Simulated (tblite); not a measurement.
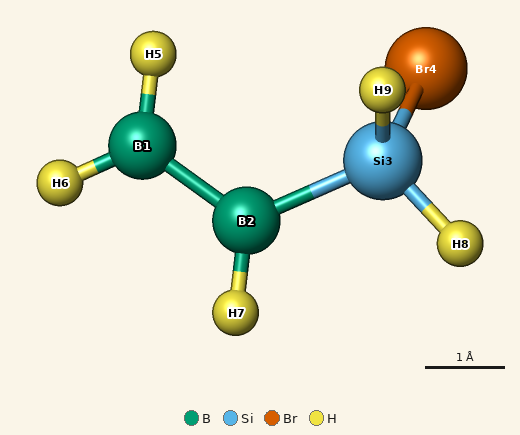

**Figure 1.** The structure as given in the input (ball-and-stick view, seen at a tilt; atoms are numbered from 1 in the order of the input).

B2SiH5Br: geometry relaxation (part 1 of 3)

The run: geometry relaxation of B2SiH5Br, SMILES BB[SiH2]Br. Method and program: GFN2-xTB geometry optimisation, gas phase (tblite 0.8.0).

It belongs to a series of runs on one base structure; here: H on B replaced by BH2.

### Input file
```
{"job": {"kind": "relax", "xc": "GFN2-xTB", "basis": "xTB"}, "charge": 0, "multiplicity": 1}
B      1.730800     0.235800    -0.012700
B      0.370900    -0.663800     0.307200
Si    -1.369400    -0.042400    -0.217800
Br    -1.814300     1.939100     0.778000
H      1.617200     1.272900    -0.562600
H      2.783400    -0.150100     0.313000
H      0.484500    -1.700400     0.871300
H     -2.388000    -1.021400     0.177600
H     -1.401400     0.136400    -1.679200
```

The first line tells a small driver script what to run in tblite; the rest is the geometry in Å.

Run as:
```bash
OMP_NUM_THREADS=1 python <driver script> task.json out
```

### Output
```
step      E/eV     max force
  0    -293.99004    0.791
  1    -294.01175    0.536
  2    -294.05976    0.702
  3    -294.10092    0.931
  4    -294.14344    0.649
  5    -294.15293    0.331
  6    -294.15878    0.229
  7    -294.16211    0.252
  8    -294.16617    0.228
  9    -294.16875    0.145
 10    -294.17018    0.101
 11    -294.17106    0.113
 12    -294.17196    0.108
 13    -294.17271    0.086
 14    -294.17342    0.084
 15    -294.17422    0.104
 16    -294.17505    0.107
 17    -294.17588    0.091
 18    -294.17684    0.091
 19    -294.17842    0.157
 20    -294.18168    0.266
 21    -294.18706    0.368
 22    -294.19356    0.438
 23    -294.21323    0.649
 24    -294.23268    0.676
 25    -294.25304    1.304
 26    -294.31842    0.788
 27    -294.36965    0.700
 28    -294.44612    0.625
 29    -294.46483    0.551
 30    -294.48047    0.397
 31    -294.50141    0.255
 32    -294.50831    0.260
 33    -294.52008    0.354
 34    -294.53271    0.361
 35    -294.54552    0.323
 36    -294.55717    0.345
 37    -294.57293    0.350
 38    -294.58884    0.354
 39    -294.60497    0.377
 40    -294.61934    0.418
 41    -294.63430    0.448
 42    -294.64741    0.368
 43    -294.65998    0.355
 44    -294.67206    0.415
 45    -294.68839    0.511
 46    -294.70828    0.484
 47    -294.72196    0.408
 48    -294.72910    0.187
 49    -294.73150    0.165
 50    -294.73493    0.150
 51    -294.73801    0.151
 52    -294.74313    0.153
 53    -294.74874    0.206
 54    -294.75349    0.296
 55    -294.75573    0.184
 56    -294.75742    0.211
 57    -294.75936    0.098
 58    -294.76107    0.077
 59    -294.76205    0.054
 60    -294.76228    0.050
 61    -294.76268    0.040
 62    -294.76286    0.042
 63    -294.76306    0.048
 64    -294.76319    0.048
 65    -294.76332    0.033
 66    -294.76341    0.030
 67    -294.76345    0.013
 68    -294.76346    0.011
 69    -294.76347    0.010
 70    -294.76348    0.016
 71    -294.76351    0.026
 72    -294.76355    0.029
 73    -294.76359    0.021
 74    -294.76361    0.010
 75    -294.76362    0.010
 76    -294.76364    0.014
 77    -294.76367    0.020
 78    -294.76374    0.026
 79    -294.76382    0.022
 80    -294.76388    0.012
 81    -294.76391    0.005
```

### Trajectory as extended XYZ (Å, eV, eV/Å), 82 frames, from step=0 to step=81
```
9
Properties=species:S:1:pos:R:3:forces:R:3 step=0 energy=-293.99004
B     1.7308    0.2358   -0.0127    0.1600   0.3100  -0.1400
B     0.3709   -0.6638    0.3072    0.3110  -0.5220   0.5060
Si   -1.3694   -0.0424   -0.2178   -0.0630  -0.3530  -0.0260
Br   -1.8143    1.9391    0.7780   -0.0940  -0.2870  -0.2160
H     1.6172    1.2729   -0.5626    0.3590  -0.0920   0.0600
H     2.7834   -0.1501    0.3130    0.2150   0.2330  -0.0790
H     0.4845   -1.7004    0.8713   -0.1730   0.1340  -0.1450
H    -2.3880   -1.0214    0.1776   -0.4100   0.3570  -0.0620
H    -1.4014    0.1364   -1.6792   -0.3050   0.2200   0.1010
9
Properties=species:S:1:pos:R:3:forces:R:3 step=1 energy=-294.01175
B     1.7331    0.2403   -0.0147    0.1480   0.0910  -0.0120
B     0.3753   -0.6713    0.3144    0.1900  -0.1530   0.2710
Si   -1.3703   -0.0474   -0.2181    0.0730  -0.3370  -0.0040
Br   -1.8157    1.9350    0.7749   -0.0890  -0.2760  -0.2060
H     1.6223    1.2715   -0.5617    0.3170   0.0240  -0.0070
H     2.7864   -0.1468    0.3119    0.1980   0.2420  -0.0910
H     0.4820   -1.6985    0.8692   -0.1110  -0.1080  -0.0010
H    -2.3939   -1.0163    0.1767   -0.4350   0.3090  -0.0470
H    -1.4057    0.1395   -1.6778   -0.2910   0.2070   0.0960
9
Properties=species:S:1:pos:R:3:forces:R:3 step=2 energy=-294.05976
B     1.7426    0.2498   -0.0177    0.0910  -0.3070   0.2470
B     0.3894   -0.6874    0.3356   -0.0600   0.6110  -0.2590
Si   -1.3681   -0.0689   -0.2187    0.2740  -0.2200   0.0130
Br   -1.8214    1.9174    0.7617   -0.0680  -0.2320  -0.1610
H     1.6429    1.2710   -0.5610    0.1930   0.2340  -0.1370
H     2.7992   -0.1317    0.3064    0.2030   0.2110  -0.0940
H     0.4740   -1.7010    0.8666    0.0470  -0.6250   0.3160
H    -2.4208   -0.9960    0.1735   -0.4480   0.1780  -0.0120
H    -1.4242    0.1528   -1.6716   -0.2320   0.1490   0.0870
9
Properties=species:S:1:pos:R:3:forces:R:3 step=3 energy=-294.10092
B     1.7533    0.2553   -0.0171    0.0610  -0.4100   0.3510
B     0.4028   -0.6945    0.3528   -0.1940   0.7800  -0.4690
Si   -1.3624   -0.0933   -0.2194    0.2620  -0.0950  -0.0030
Br   -1.8281    1.8963    0.7462   -0.0460  -0.1660  -0.1010
H     1.6665    1.2738   -0.5622    0.0890   0.2720  -0.1730
H     2.8154   -0.1137    0.2996    0.2170   0.1420  -0.0750
H     0.4667   -1.7131    0.8689    0.1460  -0.6960   0.3930
H    -2.4545   -0.9731    0.1701   -0.3700   0.0960  -0.0030
H    -1.4462    0.1682   -1.6641   -0.1650   0.0760   0.0780
9
Properties=species:S:1:pos:R:3:forces:R:3 step=4 energy=-294.14344
B     1.7698    0.2590   -0.0112    0.0520  -0.2500   0.3140
B     0.4192   -0.6964    0.3715   -0.2670   0.4020  -0.4340
Si   -1.3523   -0.1290   -0.2210    0.0180   0.0450  -0.0460
Br   -1.8384    1.8636    0.7226   -0.0130  -0.0370   0.0050
H     1.7016    1.2807   -0.5662   -0.0380   0.1260  -0.1060
H     2.8432   -0.0861    0.2889    0.2110   0.0180  -0.0270
H     0.4589   -1.7387    0.8771    0.2340  -0.3050   0.2560
H    -2.5081   -0.9382    0.1649   -0.1340   0.0450  -0.0290
H    -1.4804    0.1911   -1.6518   -0.0650  -0.0430   0.0670
9
Properties=species:S:1:pos:R:3:forces:R:3 step=5 energy=-294.15293
B     1.7739    0.2573   -0.0059    0.0530  -0.0710   0.1980
B     0.4188   -0.6933    0.3697   -0.1810   0.0810  -0.2650
Si   -1.3512   -0.1350   -0.2222   -0.0870   0.0600  -0.0440
Br   -1.8405    1.8569    0.7182   -0.0080  -0.0030   0.0300
H     1.7077    1.2831   -0.5681   -0.0440  -0.0080  -0.0260
H     2.8519   -0.0808    0.2866    0.1780  -0.0120  -0.0100
H     0.4609   -1.7463    0.8816    0.2130  -0.0330   0.1250
H    -2.5200   -0.9306    0.1634   -0.0720   0.0410  -0.0380
H    -1.4879    0.1947   -1.6484   -0.0520  -0.0560   0.0290
9
Properties=species:S:1:pos:R:3:forces:R:3 step=6 energy=-294.15878
B     1.7765    0.2553    0.0006    0.0500   0.0630   0.0750
B     0.4142   -0.6907    0.3626   -0.0330  -0.1580  -0.0800
Si   -1.3534   -0.1352   -0.2238   -0.1380   0.0430  -0.0260
Br   -1.8414    1.8548    0.7177   -0.0090   0.0170   0.0390
H     1.7085    1.2834   -0.5693   -0.0260  -0.1080   0.0470
H     2.8591   -0.0795    0.2857    0.1140  -0.0190   0.0010
H     0.4669   -1.7492    0.8860    0.1590   0.1650   0.0110
H    -2.5253   -0.9273    0.1619   -0.0590   0.0380  -0.0370
H    -1.4914    0.1944   -1.6466   -0.0590  -0.0410  -0.0300
9
Properties=species:S:1:pos:R:3:forces:R:3 step=7 energy=-294.16211
B     1.7790    0.2548    0.0060    0.0430   0.0900   0.0070
B     0.4110   -0.6913    0.3568    0.0630  -0.2140   0.0100
Si   -1.3568   -0.1348   -0.2251   -0.1280   0.0180  -0.0120
Br   -1.8421    1.8537    0.7179   -0.0090   0.0290   0.0450
H     1.7087    1.2820   -0.5692   -0.0130  -0.1300   0.0770
H     2.8655   -0.0789    0.2851    0.0520  -0.0170   0.0080
H     0.4733   -1.7486    0.8891    0.1150   0.2210  -0.0370
H    -2.5300   -0.9245    0.1604   -0.0590   0.0320  -0.0320
H    -1.4948    0.1936   -1.6461   -0.0650  -0.0290  -0.0660
9
Properties=species:S:1:pos:R:3:forces:R:3 step=8 energy=-294.16617
B     1.7835    0.2552    0.0137    0.0260   0.0570  -0.0600
B     0.4084   -0.6949    0.3491    0.1420  -0.1640   0.0710
Si   -1.3629   -0.1351   -0.2270   -0.0650  -0.0220  -0.0010
Br   -1.8435    1.8519    0.7186   -0.0050   0.0420   0.0520
H     1.7095    1.2782   -0.5679    0.0000  -0.1060   0.0920
H     2.8754   -0.0776    0.2841   -0.0310  -0.0120   0.0180
H     0.4839   -1.7450    0.8932    0.0610   0.2030  -0.0560
H    -2.5392   -0.9194    0.1577   -0.0600   0.0190  -0.0230
H    -1.5017    0.1927   -1.6466   -0.0680  -0.0170  -0.0930
9
Properties=species:S:1:pos:R:3:forces:R:3 step=9 energy=-294.16875
B     1.7873    0.2557    0.0184    0.0080  -0.0110  -0.0780
B     0.4092   -0.6990    0.3448    0.1300  -0.0350   0.0530
Si   -1.3676   -0.1362   -0.2283    0.0070  -0.0420  -0.0060
Br   -1.8447    1.8510    0.7196    0.0030   0.0390   0.0500
H     1.7106    1.2742   -0.5656    0.0040  -0.0440   0.0750
H     2.8821   -0.0764    0.2836   -0.0690  -0.0110   0.0260
H     0.4924   -1.7402    0.8956    0.0350   0.1110  -0.0260
H    -2.5475   -0.9150    0.1553   -0.0530   0.0090  -0.0170
H    -1.5082    0.1920   -1.6485   -0.0630  -0.0170  -0.0790
9
Properties=species:S:1:pos:R:3:forces:R:3 step=10 energy=-294.17018
B     1.7896    0.2555    0.0195   -0.0050  -0.0600  -0.0660
B     0.4119   -0.7015    0.3432    0.0670   0.0750   0.0050
Si   -1.3698   -0.1378   -0.2292    0.0480  -0.0390  -0.0170
Br   -1.8454    1.8511    0.7211    0.0120   0.0190   0.0410
H     1.7114    1.2714   -0.5630    0.0030   0.0180   0.0460
H     2.8844   -0.0759    0.2838   -0.0640  -0.0160   0.0310
H     0.4977   -1.7358    0.8967    0.0300   0.0170   0.0190
H    -2.5533   -0.9124    0.1537   -0.0370   0.0080  -0.0140
H    -1.5130    0.1914   -1.6509   -0.0550  -0.0220  -0.0430
9
Properties=species:S:1:pos:R:3:forces:R:3 step=11 energy=-294.17106
B     1.7907    0.2544    0.0187   -0.0090  -0.0680  -0.0510
B     0.4147   -0.7017    0.3425    0.0050   0.1100  -0.0250
Si   -1.3702   -0.1392   -0.2301    0.0540  -0.0250  -0.0250
Br   -1.8454    1.8517    0.7228    0.0210  -0.0070   0.0270
H     1.7117    1.2700   -0.5606    0.0040   0.0550   0.0240
H     2.8843   -0.0761    0.2846   -0.0400  -0.0230   0.0320
H     0.5012   -1.7327    0.8974    0.0290  -0.0280   0.0440
H    -2.5568   -0.9109    0.1526   -0.0170   0.0130  -0.0150
H    -1.5166    0.1905   -1.6531   -0.0470  -0.0270  -0.0110
9
Properties=species:S:1:pos:R:3:forces:R:3 step=12 energy=-294.17196
B     1.7915    0.2522    0.0165   -0.0070  -0.0430  -0.0380
B     0.4177   -0.7002    0.3415   -0.0560   0.0860  -0.0350
Si   -1.3698   -0.1409   -0.2315    0.0360  -0.0030  -0.0270
Br   -1.8449    1.8523    0.7253    0.0320  -0.0390   0.0090
H     1.7119    1.2696   -0.5575    0.0100   0.0770   0.0060
H     2.8833   -0.0771    0.2862   -0.0100  -0.0320   0.0290
H     0.5054   -1.7294    0.8989    0.0220  -0.0370   0.0540
H    -2.5604   -0.9093    0.1510    0.0110   0.0200  -0.0160
H    -1.5211    0.1888   -1.6557   -0.0370  -0.0290   0.0190
9
Properties=species:S:1:pos:R:3:forces:R:3 step=13 energy=-294.17271
B     1.7921    0.2498    0.0138   -0.0020   0.0020  -0.0310
B     0.4192   -0.6980    0.3402   -0.0800   0.0210  -0.0220
Si   -1.3692   -0.1423   -0.2332    0.0050   0.0130  -0.0220
Br   -1.8438    1.8522    0.7278    0.0400  -0.0610  -0.0050
H     1.7122    1.2704   -0.5545    0.0180   0.0760   0.0000
H     2.8821   -0.0787    0.2882    0.0090  -0.0380   0.0210
H     0.5095   -1.7267    0.9009    0.0080  -0.0100   0.0450
H    -2.5630   -0.9076    0.1494    0.0320   0.0240  -0.0160
H    -1.5256    0.1867   -1.6577   -0.0300  -0.0260   0.0310
9
Properties=species:S:1:pos:R:3:forces:R:3 step=14 energy=-294.17342
B     1.7927    0.2477    0.0105    0.0020   0.0470  -0.0210
B     0.4194   -0.6957    0.3385   -0.0680  -0.0500  -0.0030
Si   -1.3686   -0.1433   -0.2353   -0.0270   0.0200  -0.0130
Br   -1.8419    1.8509    0.7301    0.0440  -0.0690  -0.0130
H     1.7128    1.2726   -0.5515    0.0280   0.0590   0.0030
H     2.8812   -0.0810    0.2905    0.0120  -0.0390   0.0070
H     0.5137   -1.7239    0.9037   -0.0110   0.0300   0.0290
H    -2.5650   -0.9055    0.1475    0.0430   0.0210  -0.0140
H    -1.5306    0.1842   -1.6591   -0.0230  -0.0190   0.0260
9
Properties=species:S:1:pos:R:3:forces:R:3 step=15 energy=-294.17422
B     1.7934    0.2462    0.0065    0.0020   0.0790  -0.0040
B     0.4184   -0.6940    0.3366   -0.0260  -0.1000   0.0080
Si   -1.3684   -0.1444   -0.2378   -0.0500   0.0170  -0.0030
Br   -1.8390    1.8480    0.7322    0.0450  -0.0610  -0.0140
H     1.7143    1.2763   -0.5482    0.0380   0.0330   0.0110
H     2.8804   -0.0841    0.2931    0.0010  -0.0330  -0.0140
H     0.5180   -1.7205    0.9075   -0.0330   0.0650   0.0160
H    -2.5668   -0.9026    0.1450    0.0390   0.0080  -0.0060
H    -1.5368    0.1812   -1.6602   -0.0170  -0.0080   0.0060
9
Properties=species:S:1:pos:R:3:forces:R:3 step=16 energy=-294.17505
B     1.7943    0.2458    0.0024   -0.0040   0.0840   0.0210
B     0.4168   -0.6935    0.3345    0.0260  -0.1040   0.0000
Si   -1.3687   -0.1455   -0.2407   -0.0490   0.0010   0.0010
Br   -1.8351    1.8434    0.7342    0.0430  -0.0360  -0.0060
H     1.7169    1.2813   -0.5445    0.0440   0.0080   0.0200
H     2.8796   -0.0880    0.2955   -0.0180  -0.0220  -0.0380
H     0.5220   -1.7162    0.9123   -0.0520   0.0770   0.0140
H    -2.5683   -0.8992    0.1423    0.0210  -0.0150   0.0060
H    -1.5441    0.1779   -1.6612   -0.0100   0.0050  -0.0190
9
Properties=species:S:1:pos:R:3:forces:R:3 step=17 energy=-294.17588
B     1.7952    0.2467   -0.0010   -0.0140   0.0610   0.0480
B     0.4157   -0.6943    0.3321    0.0610  -0.0590  -0.0250
Si   -1.3697   -0.1468   -0.2435   -0.0240  -0.0220  -0.0050
Br   -1.8304    1.8380    0.7358    0.0390  -0.0020   0.0060
H     1.7205    1.2865   -0.5406    0.0430  -0.0050   0.0260
H     2.8786   -0.0919    0.2970   -0.0340  -0.0090  -0.0590
H     0.5248   -1.7112    0.9175   -0.0620   0.0610   0.0270
H    -2.5697   -0.8960    0.1398   -0.0040  -0.0410   0.0200
H    -1.5515    0.1749   -1.6624   -0.0040   0.0150  -0.0390
9
Properties=species:S:1:pos:R:3:forces:R:3 step=18 energy=-294.17684
B     1.7958    0.2488   -0.0035   -0.0240   0.0190   0.0710
B     0.4154   -0.6960    0.3288    0.0690   0.0180  -0.0560
Si   -1.3711   -0.1487   -0.2467    0.0150  -0.0490  -0.0220
Br   -1.8244    1.8320    0.7377    0.0350   0.0320   0.0200
H     1.7254    1.2924   -0.5359    0.0360  -0.0080   0.0320
H     2.8770   -0.0965    0.2974   -0.0390   0.0030  -0.0760
H     0.5266   -1.7047    0.9240   -0.0640   0.0280   0.0480
H    -2.5714   -0.8934    0.1375   -0.0290  -0.0660   0.0340
H    -1.5598    0.1720   -1.6644    0.0020   0.0230  -0.0490
9
Properties=species:S:1:pos:R:3:forces:R:3 step=19 energy=-294.17842
B     1.7961    0.2525   -0.0062   -0.0320  -0.0430   0.0880
B     0.4161   -0.6984    0.3223    0.0530   0.1200  -0.0860
Si   -1.3731   -0.1525   -0.2524    0.0610  -0.0820  -0.0530
Br   -1.8141    1.8234    0.7412    0.0330   0.0650   0.0320
H     1.7336    1.3015   -0.5278    0.0200  -0.0040   0.0420
H     2.8736   -0.1038    0.2965   -0.0290   0.0160  -0.0950
H     0.5282   -1.6936    0.9353   -0.0620  -0.0110   0.0730
H    -2.5743   -0.8908    0.1346   -0.0520  -0.0930   0.0500
H    -1.5726    0.1677   -1.6686    0.0090   0.0330  -0.0500
9
Properties=species:S:1:pos:R:3:forces:R:3 step=20 energy=-294.18168
B     1.7960    0.2597   -0.0104   -0.0380  -0.1350   0.0980
B     0.4183   -0.7016    0.3070    0.0060   0.2490  -0.0930
Si   -1.3764   -0.1618   -0.2657    0.1120  -0.1280  -0.1070
Br   -1.7915    1.8070    0.7496    0.0370   0.0930   0.0390
H     1.7506    1.3203   -0.5095   -0.0140  -0.0080   0.0710
H     2.8655   -0.1194    0.2928    0.0040   0.0350  -0.1290
H     0.5303   -1.6694    0.9600   -0.0630  -0.0310   0.0910
H    -2.5804   -0.8879    0.1296   -0.0680  -0.1250   0.0710
H    -1.5989    0.1590   -1.6786    0.0230   0.0500  -0.0400
9
Properties=species:S:1:pos:R:3:forces:R:3 step=21 energy=-294.18706
B     1.7943    0.2725   -0.0171   -0.0310  -0.2480   0.0870
B     0.4229   -0.7049    0.2766   -0.0690   0.3610   0.0100
Si   -1.3816   -0.1814   -0.2934    0.1400  -0.1750  -0.1750
Br   -1.7460    1.7777    0.7670    0.0560   0.0790   0.0170
H     1.7826    1.3559   -0.4721   -0.0760  -0.0730   0.1410
H     2.8484   -0.1497    0.2824    0.0710   0.0720  -0.1890
H     0.5314   -1.6208    1.0088   -0.0790   0.0600   0.0240
H    -2.5910   -0.8864    0.1218   -0.0600  -0.1550   0.0920
H    -1.6475    0.1431   -1.6993    0.0490   0.0790  -0.0070
9
Properties=species:S:1:pos:R:3:forces:R:3 step=22 energy=-294.19356
B     1.7900    0.2800   -0.0169   -0.0160  -0.2840   0.0480
B     0.4263   -0.7044    0.2607   -0.1510   0.3980   0.1050
Si   -1.3828   -0.1941   -0.3104    0.1090  -0.1650  -0.1770
Br   -1.7181    1.7648    0.7764    0.0690   0.0090  -0.0240
H     1.7994    1.3737   -0.4497   -0.1210  -0.1020   0.1810
H     2.8361   -0.1660    0.2697    0.1440   0.0700  -0.2040
H     0.5226   -1.5912    1.0347   -0.0650   0.1170  -0.0260
H    -2.5923   -0.8940    0.1222   -0.0180  -0.1280   0.0750
H    -1.6678    0.1372   -1.7118    0.0490   0.0850   0.0210
9
Properties=species:S:1:pos:R:3:forces:R:3 step=23 energy=-294.21323
B     1.7742    0.2937   -0.0084    0.0640  -0.2560  -0.0870
B     0.4332   -0.6941    0.2324   -0.3650   0.3770   0.3820
Si   -1.3815   -0.2261   -0.3506   -0.0560  -0.0750  -0.0910
Br   -1.6533    1.7432    0.7941    0.0870  -0.2330  -0.1550
H     1.8311    1.4056   -0.3974   -0.2210  -0.1540   0.2650
H     2.8072   -0.1977    0.2259    0.3240   0.0090  -0.2120
H     0.4836   -1.5228    1.0857    0.0060   0.2500  -0.1470
H    -2.5851   -0.9284    0.1330    0.1480   0.0080  -0.0330
H    -1.6958    0.1325   -1.7399    0.0140   0.0730   0.0770
9
Properties=species:S:1:pos:R:3:forces:R:3 step=24 energy=-294.23268
B     1.7644    0.2941   -0.0001    0.1370  -0.1460  -0.1600
B     0.4326   -0.6787    0.2312   -0.4320   0.2750   0.4410
Si   -1.3778   -0.2432   -0.3687   -0.1930   0.0200  -0.0110
Br   -1.6260    1.7380    0.7968    0.0830  -0.3560  -0.2120
H     1.8373    1.4105   -0.3724   -0.2530  -0.1210   0.2890
H     2.7980   -0.2061    0.1950    0.3890  -0.0720  -0.2070
H     0.4539   -1.4929    1.0992    0.0580   0.2530  -0.0990
H    -2.5746   -0.9540    0.1441    0.2410   0.1000  -0.1220
H    -1.6943    0.1382   -1.7502   -0.0290   0.0470   0.0800
9
Properties=species:S:1:pos:R:3:forces:R:3 step=25 energy=-294.25304
B     1.7425    0.3005    0.0055    0.6200   0.3240  -0.3260
B     0.4269   -0.6270    0.1967   -0.6150  -0.1110   1.1450
Si   -1.3771   -0.3214   -0.4610   -0.4710   0.1990   0.3160
Br   -1.4878    1.6727    0.8250    0.0310  -0.6080  -0.3870
H     1.8923    1.4696   -0.2409   -0.3520  -0.6440   0.3830
H     2.7637   -0.2712    0.0943    0.2370   0.0000  -0.2590
H     0.3861   -1.3361    1.2031    0.0960   0.6210  -0.6780
H    -2.5649   -1.0124    0.1573    0.4680   0.2440  -0.3680
H    -1.7680    0.1313   -1.8054   -0.0130  -0.0250   0.1750
9
Properties=species:S:1:pos:R:3:forces:R:3 step=26 energy=-294.31842
B     1.7432    0.2751    0.0215    0.5880   0.3830  -0.3590
B     0.4040   -0.5822    0.2517   -0.2940  -0.3600   0.4900
Si   -1.3702   -0.3271   -0.4540   -0.6160   0.3800   0.3060
Br   -1.5060    1.6874    0.7981    0.0170  -0.5810  -0.2980
H     1.8518    1.4224   -0.2380   -0.2300  -0.0880   0.3220
H     2.7917   -0.2428    0.0526    0.1530  -0.2160  -0.2070
H     0.3507   -1.3476    1.1584    0.0850   0.2750   0.1360
H    -2.5388   -1.0422    0.1752    0.4300   0.2890  -0.4410
H    -1.7128    0.1629   -1.7908   -0.1310  -0.0810   0.0490
```
